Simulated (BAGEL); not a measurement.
**BF (SMILES [B]F) at PBE0/def2-TZVPPD (density fitting with cc-pvqz-jkfit)**

What is the energy change on altering one bond length of BF at PBE0/def2-TZVPPD (density fitting with cc-pvqz-jkfit)? 

Program for the calculation: BAGEL 1.2.2.

### Step 1. The molecule

BF: 2 atoms, total charge 0, spin state singlet. SMILES: `[B]F`. The shape is that of a PBE0-D4/def2-TZVP optimisation.

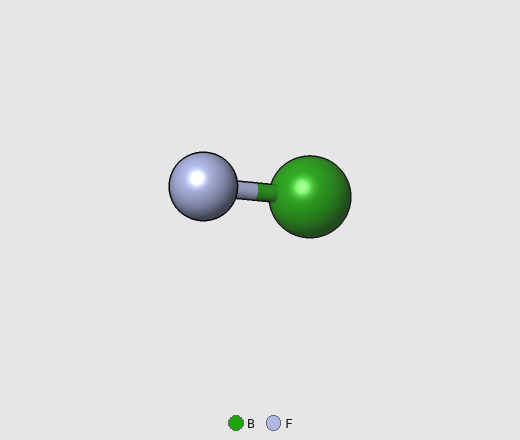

The structure, seen from a chosen angle (boron green, fluorine light blue).

### Step 2. A single-point energy at PBE0/def2-TZVPPD (density fitting with cc-pvqz-jkfit)

The input, dft.json:

```json
{ "bagel": [

{
  "title": "molecule",
  "basis": "def2-tzvppd.json",
  "df_basis": "cc-pvqz-jkfit",
  "angstrom": "true",
  "geometry": [
    { "atom": "B", "xyz": [       0.000000,       0.000000,      -0.009350 ] },
    { "atom": "F", "xyz": [       0.000000,       0.000000,       1.253740 ] }
  ]
},

{ "title": "ks", "xc_func": "pbe0" },

{ "title": "print", "file": "orbitals.molden", "orbitals": "true" }

]}
```

The basis set def2-TZVPPD is read from a file made from the Basis Set Exchange's data (not shown).

Started as:

```
$ BAGEL_NUM_THREADS=1 BAGEL dft.json > dft.out
```

Log:

```text
* using 1 threads per process

  ===============================================================
  ===============================================================

  *** Geometry ***

  { "atom" : "B", "xyz" : [      0.000000,      0.000000,     -0.017669 ] },
  { "atom" : "F", "xyz" : [      0.000000,      0.000000,      2.369225 ] },

  Number of auxiliary basis functions:      212

  Since a DF basis is specified, we compute 2- and 3-index integrals:
    o Being stored without compression. Storage requirement is 0.010 GB

  Number of basis functions:       77
  Number of electrons      :       14

    * METHOD: MOLECULE                             0.04

  *** Kohn-Sham DFT ***

    * Removing 1853 points whose weight is below 1.00e-10
    * Grid points: 27959

  === Nuclear Repulsion ===
    18.8529514763

       - DIIS with orbital gradients will be used.

  === KS iteration (pbe0 / def2-tzvppd.json) ===
      0       -108.23180660          0.20590900           0.05
      1       -100.96293300          0.14927392           0.04
      2       -113.48368941          0.17932791           0.04
      3       -121.58987915          0.09870193           0.04
      4       -123.84876325          0.05871559           0.04
      5       -124.35945655          0.03480170           0.04
      6       -124.57497898          0.00600544           0.04
      7       -124.58042538          0.00111004           0.04
      8       -124.58059148          0.00006365           0.04
      9       -124.58059231          0.00002526           0.04
     10       -124.58059242          0.00000235           0.04
     11       -124.58059242          0.00000049           0.04
     12       -124.58059242          0.00000002           0.04
     13       -124.58059242          0.00000000           0.04
    * SCF iteration converged.

    * Permanent dipole moment:
           (   -0.000000,     0.000000,    -0.393614) a.u.

    * METHOD: KS                                   0.62

    * METHOD: PRINT                                0.01

  ===============================================================
```

Wall time 0.82 s (1 thread of Arm Neoverse V2, shared host).

### Step 3. The distorted shape, same level

The input, dft.json:

```json
{ "bagel" : [

{
  "title" : "molecule",
  "basis" : "def2-tzvppd.json",
  "df_basis" : "cc-pvqz-jkfit",
  "angstrom" : "true",
  "geometry" : [
    { "atom" : "B", "xyz" : [    0.000000,    0.000000,   -0.198860 ] },
    { "atom" : "F", "xyz" : [    0.000000,    0.000000,    1.253740 ] }
  ]
},
{ "title" : "ks", "xc_func" : "pbe0" },
{ "title" : "print", "file" : "orbitals.molden", "orbitals" : "true" }

]}
```

The basis set def2-TZVPPD is read from a file made from the Basis Set Exchange's data (not shown).

Started as:

```
$ BAGEL_NUM_THREADS=1 BAGEL dft.json > dft.out
```

Log:

```text
* using 1 threads per process

  ===============================================================
  ===============================================================

  *** Geometry ***

  { "atom" : "B", "xyz" : [      0.000000,      0.000000,     -0.375791 ] },
  { "atom" : "F", "xyz" : [      0.000000,      0.000000,      2.369225 ] },

  Number of auxiliary basis functions:      212

  Since a DF basis is specified, we compute 2- and 3-index integrals:
    o Being stored without compression. Storage requirement is 0.010 GB

  Number of basis functions:       77
  Number of electrons      :       14

    * METHOD: MOLECULE                             0.04

  *** Kohn-Sham DFT ***

    * Removing 1673 points whose weight is below 1.00e-10
    * Grid points: 28139

  === Nuclear Repulsion ===
    16.3933460555

       - DIIS with orbital gradients will be used.

  === KS iteration (pbe0 / def2-tzvppd.json) ===
      0       -108.65390031          0.19970533           0.05
      1       -101.85686021          0.14620559           0.04
      2       -113.50874672          0.16537342           0.04
      3       -121.99452276          0.08681537           0.04
      4       -123.88508650          0.05491308           0.04
      5       -124.45343527          0.02169561           0.04
      6       -124.52979992          0.01360846           0.04
      7       -124.55806366          0.00132750           0.04
      8       -124.55834654          0.00021267           0.04
      9       -124.55835673          0.00007109           0.04
     10       -124.55835767          0.00000392           0.04
     11       -124.55835768          0.00000032           0.04
     12       -124.55835768          0.00000005           0.04
     13       -124.55835768          0.00000002           0.04
     14       -124.55835768          0.00000000           0.04
    * SCF iteration converged.

    * Permanent dipole moment:
           (    0.000000,    -0.000000,     0.026715) a.u.

    * METHOD: KS                                   0.67

    * METHOD: PRINT                                0.01

  ===============================================================
```

Wall time 0.88 s (1 thread of Arm Neoverse V2, shared host).

### Step 4. Results

At PBE0/def2-TZVPPD (density fitting with cc-pvqz-jkfit):

```
                                                         quantity          value
                                        first shape: total energy  -124.58059 Eh
                                       first shape: dipole moment         1.00 D
                                         first shape: HOMO energy       -8.03 eV
                                         first shape: LUMO energy       -1.06 eV
                                       first shape: HOMO–LUMO gap        6.97 eV
                                    distorted shape: total energy  -124.55836 Eh
                                   distorted shape: dipole moment         0.07 D
                                     distorted shape: HOMO energy       -8.65 eV
                                     distorted shape: LUMO energy       -1.89 eV
                                   distorted shape: HOMO–LUMO gap        6.76 eV
energy change with the B1–F2 bond stretched from 1.263 to 1.453 Å       0.605 eV
```

In words: With the B1–F2 bond stretched from 1.263 to 1.453 Å the energy rises by 0.61 eV (58.4 kJ/mol).
